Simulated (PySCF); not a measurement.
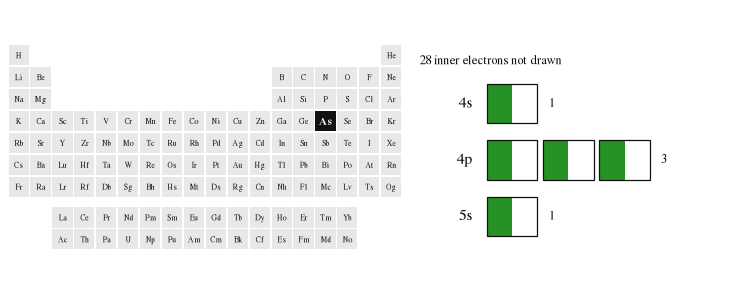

Figure 1. Left, the place of arsenic in the periodic table; right, the outer shells of the nominal configuration: a box for each of the 2l + 1 orbitals, shaded by the share of the shell that is filled, with the electron count at the right.

**Atomic calculation for As**

- system: As, configuration 1s2 2s2 2p6 3s2 3p6 3d10 4s1 4p3 5s1, multiplicity 6.
- method: unrestricted r2SCAN, def2-QZVPPD, non-relativistic, point nucleus (PySCF)

The program's output (extracts):
```
damping factor = 0
level_shift factor = 0
DIIS = <class 'pyscf.scf.diis.CDIIS'>
diis_start_cycle = 1
diis_space = 10
diis_damp = 0
SCF conv_tol = 1e-09
SCF conv_tol_grad = None
number electrons alpha = 19  beta = 14
XC functionals = R2SCAN
    J. W. Furness, A. D. Kaplan, J. Ning, J. P. Perdew, and J. Sun.,  J. Phys. Chem. Lett. 11, 8208-8215 (2020)
    J. W. Furness, A. D. Kaplan, J. Ning, J. P. Perdew, and J. Sun.,  J. Phys. Chem. Lett. 11, 9248-9248 (2020)
    J. W. Furness, A. D. Kaplan, J. Ning, J. P. Perdew, and J. Sun.,  J. Phys. Chem. Lett. 11, 8208-8215 (2020)
    J. W. Furness, A. D. Kaplan, J. Ning, J. P. Perdew, and J. Sun.,  J. Phys. Chem. Lett. 11, 9248-9248 (2020)
cycle= 1 E= -2235.38083120016  delta_E= -0.00965  |g|= 0.115  |ddm|= 0.338
cycle= 2 E= -2235.38051393775  delta_E= 0.000317  |g|= 0.127  |ddm|= 0.118
cycle= 3 E= -2235.38199748249  delta_E= -0.00148  |g|= 0.00242  |ddm|= 0.0436
cycle= 4 E= -2235.38199896018  delta_E= -1.48e-06  |g|= 0.000434  |ddm|= 0.0364
cycle= 5 E= -2235.38199906654  delta_E= -1.06e-07  |g|= 6.26e-05  |ddm|= 0.00746
cycle= 6 E= -2235.38199907416  delta_E= -7.62e-09  |g|= 6.64e-06  |ddm|= 0.00433
cycle= 7 E= -2235.38199907428  delta_E= -1.12e-10  |g|= 2.16e-07  |ddm|= 0.000591
converged SCF energy = -2235.38199907428  <S^2> = 8.7518703  2S+1 = 6.0006234
```

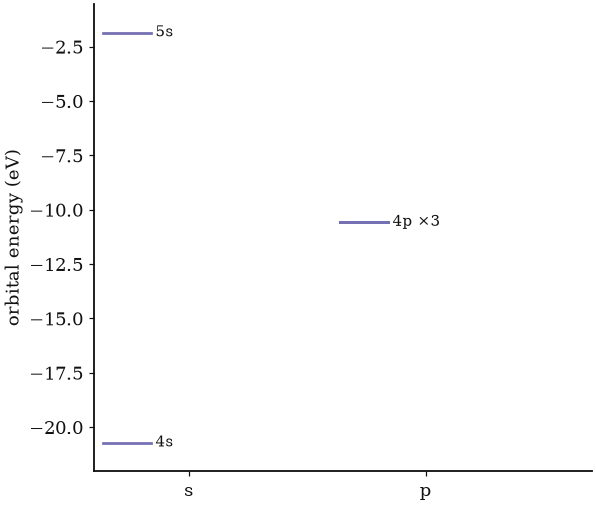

Figure 2. Orbital energies of the mean field, from the top down to −20.7 eV, by angular momentum, α spin at the left of each column and β at the right; ×n counts the orbitals under one label. Empty levels that the record names by l alone aren't drawn. The highest filled orbital is 5s α at −1.86 eV, the lowest empty one s β at −14.4 eV.

Input:
```python
from pyscf import gto, scf, dft, mp, cc
import basis_set_exchange as bse
mol = gto.M(atom="As 0 0 0", charge=0, spin=5, symmetry="D2h",
            basis=gto.basis.parse(bse.get_basis("def2-QZVPPD", elements=["As"], fmt="nwchem", header=False)))
mf = dft.UKS(mol, xc="R2SCAN")
mf.irrep_nelec = {'Ag': (7, 5), 'B1g': (1, 1), 'B2g': (1, 1), 'B3g': (1, 1), 'B1u': (3, 2), 'B2u': (3, 2), 'B3u': (3, 2)}
mf.kernel()
```

The script is an equivalent of what the driver set up; the driver started from orbitals of its own, so the log can be shorter than this script's would be, and it computed the properties (radii, ⟨L²⟩, response) afterwards. It held the occupations shell by shell, which the script's counts by irreducible representation don't always enforce.

Launched within a batch (the task file carries these settings):
```bash
OMP_NUM_THREADS=1 python <driver script> TASK.json OUT
```

Summary:

```tsv
quantity	value
outcome	converged
total energy	−2235.3820 hartree
kinetic energy	2232.2482 hartree
⟨S²⟩	8.752
SCF iterations	7
hardware	1 CPU thread, shared host
CPU time	1.5 s (integrals apart)
```

Remarks:

This is not the ground configuration of the species.
